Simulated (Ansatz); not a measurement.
# Geometry relaxation of C2H6ClFSi (part 1 of 2)

The run: geometry relaxation of C2H6ClFSi. Method and program: RKS PBE-D4/def2-SVP (Ansatz 0.2.0).

The geometry: force-field start. Figures and captions count atoms from 1; the log counts them from 0 in places.

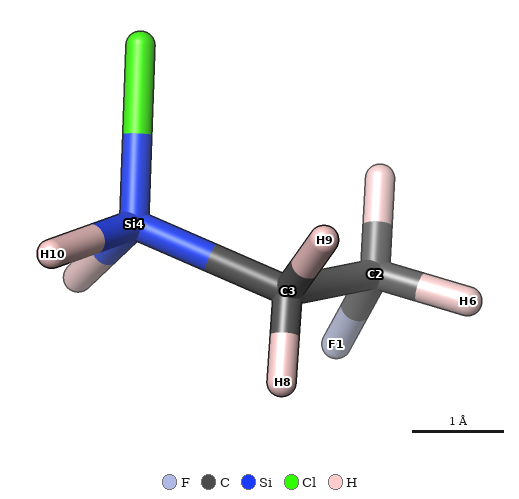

**Figure 1.** The starting structure (stick view, seen at a tilt; atoms are numbered from 1 in the order of the input). Bond lengths as drawn: Cl–Si 1.99 Å, C–C 1.50 Å, C–F 1.32 Å, C–H 1.05 to 1.11 Å, C–Si 1.87 Å and H–Si 1.46 to 1.57 Å.

Input file
```yaml
crystal:
  periodic: [false, false, false]
  atoms:
    - {symbol: F, position_ang: [-1.783800, 0.980000, 0.039100]}
    - {symbol: C, position_ang: [-0.532800, 1.287400, -0.258000]}
    - {symbol: C, position_ang: [0.113000, 0.011600, -0.725200]}
    - {symbol: Si, position_ang: [0.421200, -1.266000, 0.608800]}
    - {symbol: Cl, position_ang: [1.672700, -0.601800, 2.004700]}
    - {symbol: H, position_ang: [-0.516700, 2.050700, -1.060300]}
    - {symbol: H, position_ang: [-0.039500, 1.732400, 0.635500]}
    - {symbol: H, position_ang: [-0.404600, -0.408600, -1.532900]}
    - {symbol: H, position_ang: [1.136100, 0.270800, -1.079400]}
    - {symbol: H, position_ang: [0.936400, -2.514800, 0.065600]}
    - {symbol: H, position_ang: [-0.936700, -1.598700, 1.322600]}
basis:
  gaussian: {orbitals: def2-SVP}
hamiltonian: {xc: pbe, dispersion: d4}
relax: {f_tol: 0.03, max_steps: 200}
```

Launched with:
```bash
ansatz run in.yaml --threads 4 --pin off --events-out ev --progress --plain --max-ram 10444MiB
```

What the program printed
```
Functional definition: PBE
  name "PBE"
  cite "Perdew, Burke & Ernzerhof, Phys. Rev. Lett. 77, 3865 (1996) doi:10.1103/PhysRevLett.77.3865"
  parent pbe
  parameter kappa = 0.804
  parameter beta = 0.06672455060314922
  exchange = pbe_x(kappa = kappa, mu = beta*pi^2/3)
  correlation = pbe_c(beta = beta)
1203 factors; their error is unknown
mean field evaluation 1: about -25257.8359 eV, gradient 5.3e1 eV
mean field evaluation 2: about -25248.1514 eV, gradient 7.8e1 eV
mean field evaluation 4: about -25264.8707 eV, gradient 3.4e0 eV
mean field evaluation 8: about -25264.8841 eV, gradient 2.4e-1 eV
mean field evaluation 16: about -25264.8045 eV, gradient 3.1e-4 eV
mean field -25264.80448521 eV, -928.4644397319 hartree, gradient 1.7e-5 eV, S^2 0.000000; 0 other end points of the search recorded, 0 dependent functions left out
the calculation of the forces begins
reference -25264.80451707 eV, -928.4644409027 hartree; 29, 29 occupied and 79, 79 virtual orbitals, 1203 factors
relax step   1: F+E_penalty+E_count = -25265.04686354 eV  Δ(F+E_penalty+E_count) = +0.000e0 eV  max|allowed force component| = 2.978e0 eV/Å  Δτ_max = 0.0000 Å  (28 SCF iters, accepted)
these checks for a lower state are left out or cut short: starts, cluster_reference, orbital_swaps, neighbouring_geometries, increment
1203 factors; their error is unknown
mean field -25265.18992579 eV, -928.4786044120 hartree, gradient 1.4e-5 eV, S^2 0.000000; 0 other end points of the search recorded, 0 dependent functions left out
the calculation of the forces begins
reference -25265.18995795 eV, -928.4786055939 hartree; 29, 29 occupied and 79, 79 virtual orbitals, 1203 factors
relax step   2: F+E_penalty+E_count = -25265.43036933 eV  Δ(F+E_penalty+E_count) = -3.835e-1 eV  max|allowed force component| = 9.863e-1 eV/Å  Δτ_max = 0.0778 Å  (28 SCF iters, accepted)
these checks for a lower state are left out or cut short: starts, cluster_reference, orbital_swaps, neighbouring_geometries, increment
1203 factors; their error is unknown
mean field evaluation 32: about -25265.2216 eV, gradient 1.6e-5 eV
mean field -25265.22162366 eV, -928.4797692871 hartree, gradient 1.6e-5 eV, S^2 0.000000; 0 other end points of the search recorded, 0 dependent functions left out
the calculation of the forces begins
reference -25265.22165602 eV, -928.4797704765 hartree; 29, 29 occupied and 79, 79 virtual orbitals, 1203 factors
relax step   3: F+E_penalty+E_count = -25265.46146683 eV  Δ(F+E_penalty+E_count) = -3.110e-2 eV  max|allowed force component| = 4.031e-1 eV/Å  Δτ_max = 0.0495 Å  (28 SCF iters, accepted)
these checks for a lower state are left out or cut short: starts, cluster_reference, orbital_swaps, neighbouring_geometries, increment
1203 factors; their error is unknown
mean field -25265.22841524 eV, -928.4800188732 hartree, gradient 1.6e-5 eV, S^2 0.000000; 0 other end points of the search recorded, 0 dependent functions left out
the calculation of the forces begins
reference -25265.22844764 eV, -928.4800200640 hartree; 29, 29 occupied and 79, 79 virtual orbitals, 1203 factors
relax step   4: F+E_penalty+E_count = -25265.46863670 eV  Δ(F+E_penalty+E_count) = -7.170e-3 eV  max|allowed force component| = 1.132e-1 eV/Å  Δτ_max = 0.0520 Å  (29 SCF iters, accepted)
these checks for a lower state are left out or cut short: starts, cluster_reference, orbital_swaps, neighbouring_geometries, increment
1203 factors; their error is unknown
mean field -25265.23369115 eV, -928.4802127592 hartree, gradient 1.6e-5 eV, S^2 0.000000; 0 other end points of the search recorded, 0 dependent functions left out
the calculation of the forces begins
reference -25265.23372351 eV, -928.4802139485 hartree; 29, 29 occupied and 79, 79 virtual orbitals, 1203 factors
relax step   5: F+E_penalty+E_count = -25265.47498052 eV  Δ(F+E_penalty+E_count) = -6.344e-3 eV  max|allowed force component| = 2.866e-1 eV/Å  Δτ_max = 0.0927 Å  (29 SCF iters, accepted)
these checks for a lower state are left out or cut short: starts, cluster_reference, orbital_swaps, neighbouring_geometries, increment
1203 factors; their error is unknown
mean field -25265.23499768 eV, -928.4802607735 hartree, gradient 1.6e-5 eV, S^2 0.000000; 0 other end points of the search recorded, 0 dependent functions left out
the calculation of the forces begins
reference -25265.23503000 eV, -928.4802619613 hartree; 29, 29 occupied and 79, 79 virtual orbitals, 1203 factors
relax step   6: F+E_penalty+E_count = -25265.47600479 eV  Δ(F+E_penalty+E_count) = -1.024e-3 eV  max|allowed force component| = 1.529e-1 eV/Å  Δτ_max = 0.0349 Å  (29 SCF iters, accepted)
these checks for a lower state are left out or cut short: starts, cluster_reference, orbital_swaps, neighbouring_geometries, increment
1203 factors; their error is unknown
mean field -25265.24002552 eV, -928.4804455430 hartree, gradient 1.5e-5 eV, S^2 0.000000; 0 other end points of the search recorded, 0 dependent functions left out
the calculation of the forces begins
reference -25265.24005768 eV, -928.4804467250 hartree; 29, 29 occupied and 79, 79 virtual orbitals, 1203 factors
relax step   7: F+E_penalty+E_count = -25265.48206898 eV  Δ(F+E_penalty+E_count) = -6.064e-3 eV  max|allowed force component| = 2.409e-1 eV/Å  Δτ_max = 0.0916 Å  (27 SCF iters, accepted)
these checks for a lower state are left out or cut short: starts, cluster_reference, orbital_swaps, neighbouring_geometries, increment
1203 factors; their error is unknown
mean field evaluation 64: about -25265.2389 eV, gradient 2.6e-1 eV
mean field -25265.23906922 eV, -928.4804103995 hartree, gradient 1.5e-5 eV, S^2 0.000000; 0 other end points of the search recorded, 0 dependent functions left out
the calculation of the forces begins
reference -25265.23910132 eV, -928.4804115795 hartree; 29, 29 occupied and 79, 79 virtual orbitals, 1203 factors
relax step   8: F+E_penalty+E_count = -25265.48311558 eV  Δ(F+E_penalty+E_count) = -1.047e-3 eV  max|allowed force component| = 2.248e-1 eV/Å  Δτ_max = 0.1436 Å  (28 SCF iters, accepted)
these checks for a lower state are left out or cut short: starts, cluster_reference, orbital_swaps, neighbouring_geometries, increment
1203 factors; their error is unknown
mean field -25265.24327163 eV, -928.4805648356 hartree, gradient 1.7e-5 eV, S^2 0.000000; 0 other end points of the search recorded, 0 dependent functions left out
the calculation of the forces begins
reference -25265.24330372 eV, -928.4805660146 hartree; 29, 29 occupied and 79, 79 virtual orbitals, 1203 factors
relax step   9: F+E_penalty+E_count = -25265.48686070 eV  Δ(F+E_penalty+E_count) = -3.745e-3 eV  max|allowed force component| = 8.600e-2 eV/Å  Δτ_max = 0.0276 Å  (30 SCF iters, accepted)
these checks for a lower state are left out or cut short: starts, cluster_reference, orbital_swaps, neighbouring_geometries, increment
1203 factors; their error is unknown
mean field -25265.24366753 eV, -928.4805793846 hartree, gradient 1.7e-5 eV, S^2 0.000000; 0 other end points of the search recorded, 0 dependent functions left out
the calculation of the forces begins
reference -25265.24369959 eV, -928.4805805626 hartree; 29, 29 occupied and 79, 79 virtual orbitals, 1203 factors
relax step  10: F+E_penalty+E_count = -25265.48739436 eV  Δ(F+E_penalty+E_count) = -5.337e-4 eV  max|allowed force component| = 2.163e-2 eV/Å  Δτ_max = 0.0050 Å  (31 SCF iters, accepted)
1203 factors; their error is unknown
mean field evaluation 96: about -25265.2437 eV, gradient 3.4e-2 eV
```

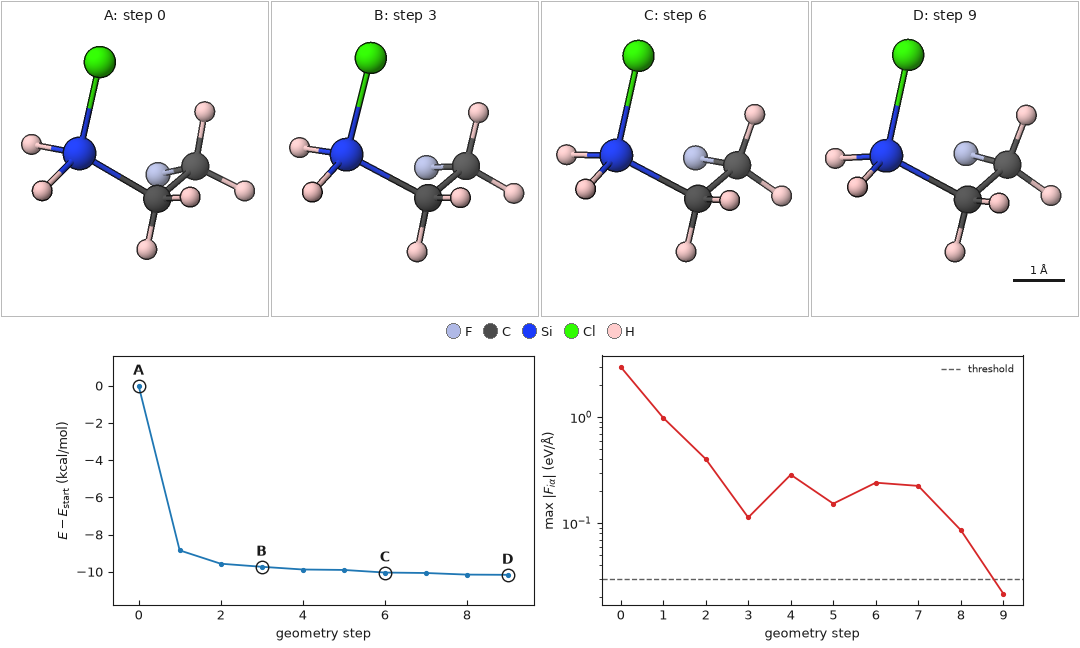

**Figure 2.** Frames of the relaxation (ball-and-stick view, seen at a tilt) above the curves, on which the letters mark them (the first geometry is step 0 here and step 1 in the log).

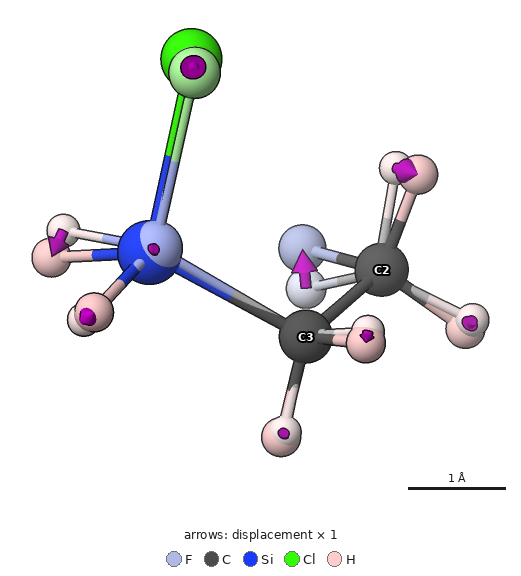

**Figure 3.** Start (faint) and end (solid) with the displacements as pink arrows, at true length (ball-and-stick view, seen at a tilt). The two geometries are laid on each other by the best rigid fit. The atom that moves furthest after the best rigid fit is F1 (0.42 Å). Largest moves by element: F 0.42 Å, Cl 0.38 Å, H 0.35 Å, Si 0.10 Å, C 0.07 Å. Among the contacts that change: Si4–Cl5 1.989 → 2.093 Å, Si4–H11 1.570 → 1.499 Å, F1–C2 1.322 → 1.393 Å, C3–H8 1.047 → 1.113 Å. Among the angles that change: Si4–C3–H9 103.5° → 108.1°, C3–Si4–Cl5 112.1° → 108.1°, C3–Si4–H11 109.0° → 112.9°. Over 9 geometry steps the energy falls by 10.2 kcal/mol. The largest force component goes from 3 to 0.022 eV/Å. (Atoms are counted from 1 in the order of the input.)

```
mean field -25265.24366753 eV, -928.4805793846 hartree, gradient 1.9e-5 eV, S^2 0.000000; 1 other end points of the search recorded, 0 dependent functions left out
the calculation of the forces begins
reference -25265.24369959 eV, -928.4805805626 hartree; 29, 29 occupied and 79, 79 virtual orbitals, 1203 factors
Total energy: -25265.48742642 eV, -928.4895373584 hartree
Atom 0 at    -1.652365     1.064115     0.427800 Å, force     0.010804     0.001287    -0.010310 eV/Å
Atom 1 at    -0.463176     1.315514    -0.252801 Å, force    -0.018016     0.000227     0.021632 eV/Å
Atom 2 at     0.137510     0.007254    -0.746765 Å, force     0.004668     0.008507    -0.010755 eV/Å
Atom 3 at     0.324867    -1.308994     0.601612 Å, force     0.014103    -0.006846     0.019801 eV/Å
Atom 4 at     1.374222    -0.457398     2.199472 Å, force    -0.020805    -0.011773    -0.015750 eV/Å
Atom 5 at    -0.686079     2.007725    -1.095466 Å, force     0.002990    -0.000219    -0.000023 eV/Å
Atom 6 at     0.236776     1.823577     0.447631 Å, force     0.003576    -0.001917    -0.008239 eV/Å
Atom 7 at    -0.489492    -0.432276    -1.554127 Å, force    -0.002631    -0.000941     0.000440 eV/Å
Atom 8 at     1.140213     0.197454    -1.186479 Å, force    -0.002659    -0.000251    -0.001568 eV/Å
Atom 9 at     1.134500    -2.458722     0.071661 Å, force    -0.004848     0.005687     0.002908 eV/Å
```
